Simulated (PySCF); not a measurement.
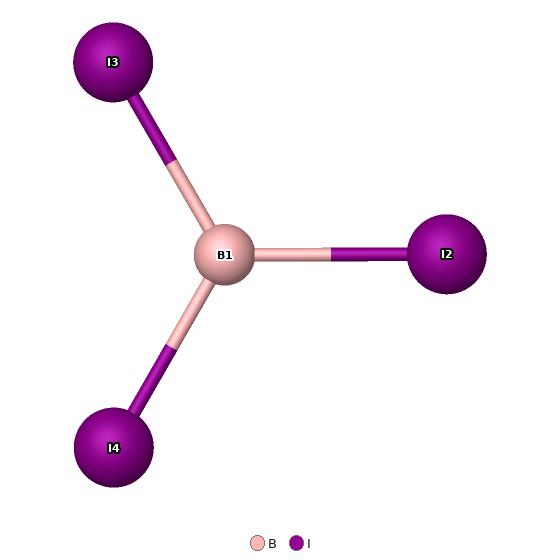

The molecule: BI₃, singlet.

Unscaled harmonic wavenumbers and double-harmonic intensities, PBE/def2-TZVP (ECP), PySCF 2.14.0, isolated molecule. The structure is the lowest point that the starts tried gave, with the shape that electron-pair counting expects. Degenerate modes count as one line, with their intensities summed. Lorentzian lines of 8 cm⁻¹ full width. Close modes add up in the curve.

Q: Which lines are the most intense, and is the structure a minimum?

A: The most intense lines (point group D3h) lie at 685.3 cm⁻¹ (443.2 km/mol, e'). It has no imaginary mode, so it is a minimum.

| cm⁻¹ | km/mol | symmetry |
| --- | --- | --- |
| 98.5 | 0.0 | e' (×2) |
| 188.4 | 0.0 | a1' |
| 305.7 | 1.7 | a2'' |
| 685.3 | 443.2 | e' (×2) |

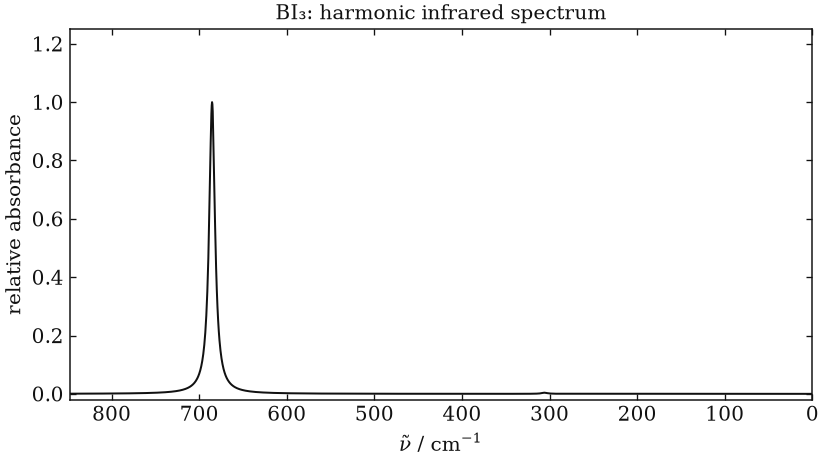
